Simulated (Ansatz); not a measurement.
## Electronic structure of CH4OSi in real space

The calculation's input:

```
crystal:
  periodic: [false, false, false]
  atoms:
    - { symbol: C, position_ang: [-0.5086, 0.365, -0.3765] }
    - { symbol: O, position_ang: [-0.5671, -0.7822, 0.3866] }
    - { symbol: Si, position_ang: [-1.96837, -1.62016, 0.36294] }
    - { symbol: H, position_ang: [-1.4643, 0.523, -0.8656] }
    - { symbol: H, position_ang: [0.1994, 0.354, -1.1994] }
    - { symbol: H, position_ang: [-0.3912, 1.3086, 0.2381] }
    - { symbol: H, position_ang: [-3.14485, -0.69027, 0.0896] }
basis:
  gaussian: { orbitals: def2-SVP }
hamiltonian:
  xc: pbe
  dispersion: d4
relax:
  f_tol: 0.015
  max_steps: 40
output:
  orbitals: {}
```

Run with:

```sh
ansatz run input.yaml --threads 1 --pin off --max-ram 2048MiB --backend cpu --events-out ev --progress --plain --runs-dir out
```

The fields are those of the relaxed geometry.

Computed with Ansatz 0.2.0, RKS PBE-D4/def2-SVP.

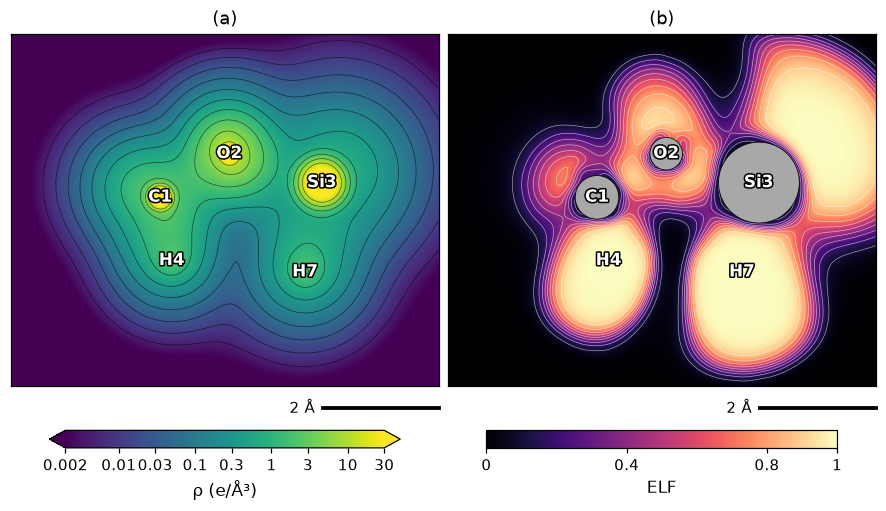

Figure 1. (a) total electron density; (b) ELF on the plane of atoms O2, Si3 and H7. Grey discs cover the atomic cores in the ELF map.

> Describe what can be read from this map.

- Atoms in the plane: C, O, Si and H.
- C–O (1.42 Å): ρ is about 2 e/Å³ halfway, with its minimum of 1.7 e/Å³ about 0.5 Å from C; the ELF peaks at about 0.90 between the atoms (a polar covalent bond).
- Si–O (1.68 Å): ρ at the midpoint is about 0.99 e/Å³; the ELF peaks at about 0.85 between the atoms (a shared but strongly polarised pair).
- C–H (1.11 Å): the density is about 1.9 e/Å³ at the midpoint; the ELF climbs to about 1 towards the hydrogen, as it does in any bond to H; a covalent bond by its length.
- Si–H (1.58 Å): ρ is about 0.69 e/Å³ halfway; the ELF climbs to about 1 towards the hydrogen.
- The ELF also peaks beside Si3 and O2, away from the bonds: lone-pair regions.

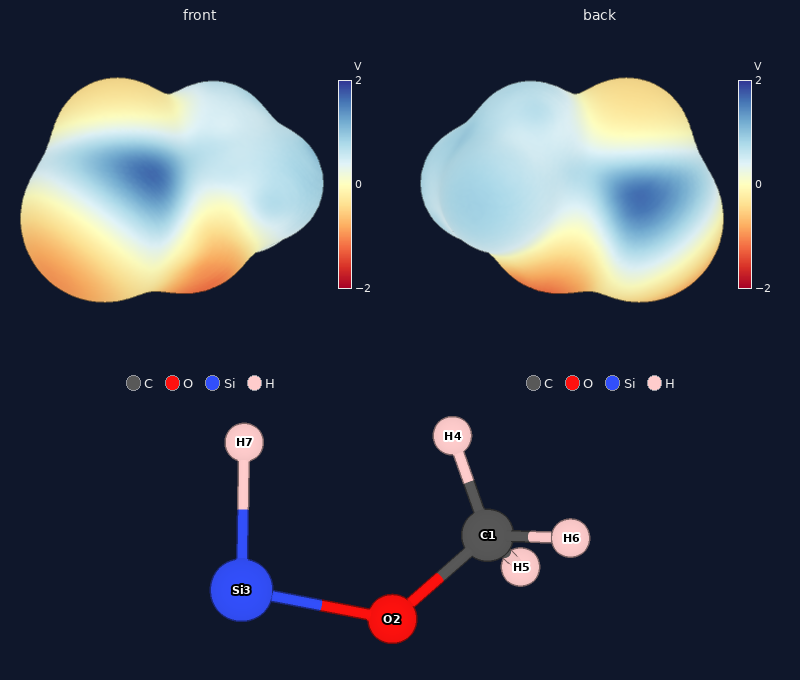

Figure 2. The molecular electrostatic potential painted on the density surface at 0.002 e/bohr³, seen from the front and from behind; red is negative and blue positive. The bare structure is drawn below in the same view.

> Which sites attract a positive test charge, and which a negative one?

A positive charge is drawn to the negative regions and a negative charge to the positive ones. The most negative region (about −1.1 V, or −25 kcal/mol for a unit charge) lies over O2, the most positive (about +1.6 V, or +37 kcal/mol for a unit charge) over Si3. O2 is the likeliest acceptor of a hydrogen bond.

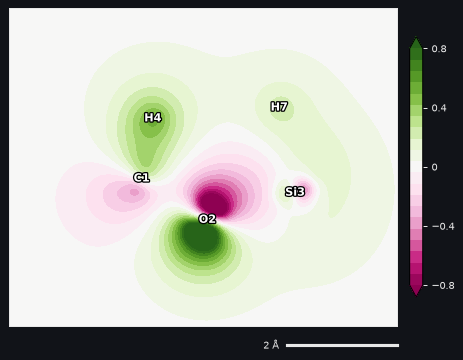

Figure 3. The HOMO−1 on the plane of atoms O2, C1 and H4 (values in Å⁻³ᐟ²; the overall sign is arbitrary).

> What is the character of this orbital?

It lies mainly on O2 (about 55 %), Si3 (about 15 %), C1 (about 15 %) and H4 (about 10 %). Its energy is −7.27 eV.
